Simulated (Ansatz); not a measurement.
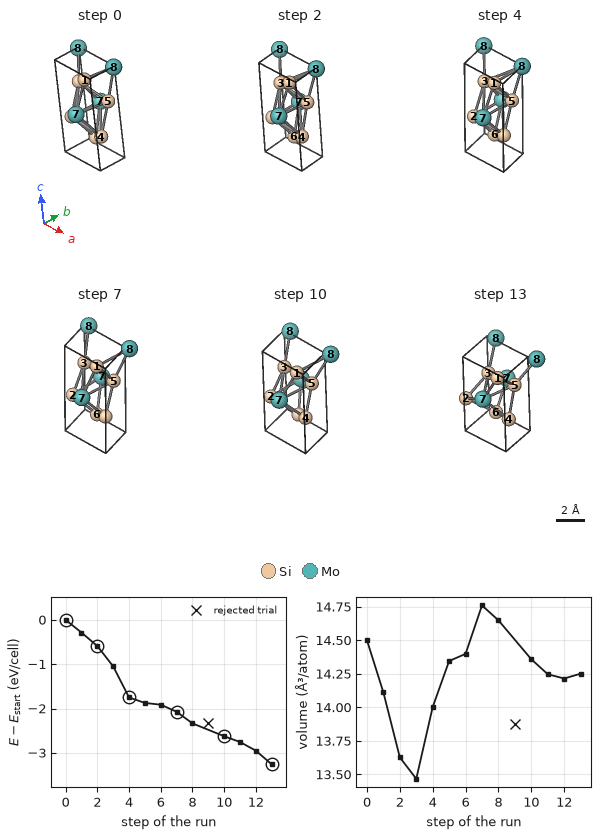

Frames of a relaxation of solid Si$_{3}$Mo (a generated structure, set up in P1) (coarse preliminary run), marked on the history of the run. Style: ball-and-stick. Shown: the cell of the calculation, reduced to other axes, slightly off an axis. Lengths and directions refer to the drawn axes.

Theory: DFT PBE, scalar-relativistic, plane waves, PAW (Ansatz 0.2.0). Settings: plane-wave cutoff 420 eV; k-point mesh 6 × 6 × 6; occupations gaussian; smearing width 0.2 eV; no spin polarisation; cell and atoms relaxed; force threshold 0.025 eV/Å; at most 60 steps.

> What happens along the run?

The run was cut off at its time limit before the relaxation converged, so the last structure is only a point on the way. The largest move relative to the cell is that of Mo8, 0.78 Å roughly along [2 1 0]. By element the largest moves are Mo 0.78 Å, Si 0.76 Å. The drawn cell changes as follows: a 4.301 → 4.939 Å (+14.8 %), b 4.352 → 4.635 Å (+6.5 %), c 7.446 → 5.865 Å (−21.2 %), α 104.6° → 94.9°, β 90.5° → 88.7°, γ 119.5° → 121.5°; the volume changes by −1.7 %. Near-neighbour distances that change, for instance: Si1–Si2 4.343 → 3.092 Å, Mo7–Mo8 4.154 → 3.034 Å, Si3–Mo8 2.952 → 4.050 Å, Si1–Si2 (another image) 4.137 → 3.088 Å. Bonds break: Si1–Mo8 (2.66 → 3.56 Å), Si2–Mo7 (2.65 → 3.66 Å), Si5–Mo7 (2.67 → 3.60 Å), Si6–Mo8 (2.63 → 3.60 Å). Bond angles that change, for instance: Si4–Si1–Mo7 174.5° → 119.8°, Si3–Si2–Mo8 174.6° → 120.8°, Si3–Si5–Mo8 69.4° → 110.5°. The space group stays P1 (No. 1). After 12 accepted moves (13 points after the start) the energy has fallen by 3.260 eV per cell of the calculation. Largest force component: 0.57 eV/Å at the start, 1.1 eV/Å at the end. The pressure goes from −2.09 to 0.65 GPa. The line search rejected the trial step at point 9 of the run. Cost: 9.8 min on 1 thread of Intel(R) Xeon(R) Processor @ 2.70GHz (shared host), peak memory 0.62 GiB. From step 0 to 2: Si5 moves most (0.15 Å), volume −6.0 %, energy −0.590 eV per cell of the calculation. From step 2 to 4: Mo7 moves most (0.08 Å), volume +2.8 %, energy −1.160 eV per cell of the calculation. From step 4 to 7: Mo8 moves most (0.42 Å), volume +5.4 %, energy −0.323 eV per cell of the calculation. From step 7 to 10: Si atoms move most (0.20 Å), volume −2.7 %, energy −0.553 eV per cell of the calculation. From step 10 to 13: Si atoms move most (0.42 Å), volume −0.8 %, energy −0.634 eV per cell of the calculation.

```json
{"step": "0", "E − E(0), meV/atom": "0.00", "largest force component, eV/Å": "0.5718", "pressure, GPa": "-2.09", "volume, Å³/atom": "14.500", "note": ""}
{"step": "1", "E − E(0), meV/atom": "-35.69", "largest force component, eV/Å": "0.3058", "pressure, GPa": "0.64", "volume, Å³/atom": "14.111", "note": ""}
{"step": "2", "E − E(0), meV/atom": "-73.76", "largest force component, eV/Å": "0.5153", "pressure, GPa": "6.17", "volume, Å³/atom": "13.627", "note": ""}
{"step": "3", "E − E(0), meV/atom": "-131.02", "largest force component, eV/Å": "0.9278", "pressure, GPa": "9.58", "volume, Å³/atom": "13.468", "note": ""}
{"step": "4", "E − E(0), meV/atom": "-218.72", "largest force component, eV/Å": "0.3144", "pressure, GPa": "3.06", "volume, Å³/atom": "14.003", "note": ""}
{"step": "5", "E − E(0), meV/atom": "-234.29", "largest force component, eV/Å": "0.1277", "pressure, GPa": "0.05", "volume, Å³/atom": "14.346", "note": ""}
{"step": "6", "E − E(0), meV/atom": "-239.21", "largest force component, eV/Å": "0.2041", "pressure, GPa": "0.32", "volume, Å³/atom": "14.399", "note": ""}
{"step": "7", "E − E(0), meV/atom": "-259.12", "largest force component, eV/Å": "0.6141", "pressure, GPa": "-3.12", "volume, Å³/atom": "14.760", "note": ""}
{"step": "8", "E − E(0), meV/atom": "-291.85", "largest force component, eV/Å": "0.6804", "pressure, GPa": "-2.31", "volume, Å³/atom": "14.649", "note": ""}
{"step": "9", "E − E(0), meV/atom": "-290.38", "largest force component, eV/Å": "1.0497", "pressure, GPa": "6.38", "volume, Å³/atom": "13.878", "note": "rejected"}
{"step": "10", "E − E(0), meV/atom": "-328.19", "largest force component, eV/Å": "0.2277", "pressure, GPa": "-0.98", "volume, Å³/atom": "14.359", "note": ""}
{"step": "11", "E − E(0), meV/atom": "-344.40", "largest force component, eV/Å": "0.2999", "pressure, GPa": "0.14", "volume, Å³/atom": "14.247", "note": ""}
{"step": "12", "E − E(0), meV/atom": "-368.88", "largest force component, eV/Å": "0.6487", "pressure, GPa": "0.83", "volume, Å³/atom": "14.215", "note": ""}
{"step": "13", "E − E(0), meV/atom": "-407.48", "largest force component, eV/Å": "1.1104", "pressure, GPa": "0.65", "volume, Å³/atom": "14.251", "note": ""}
```
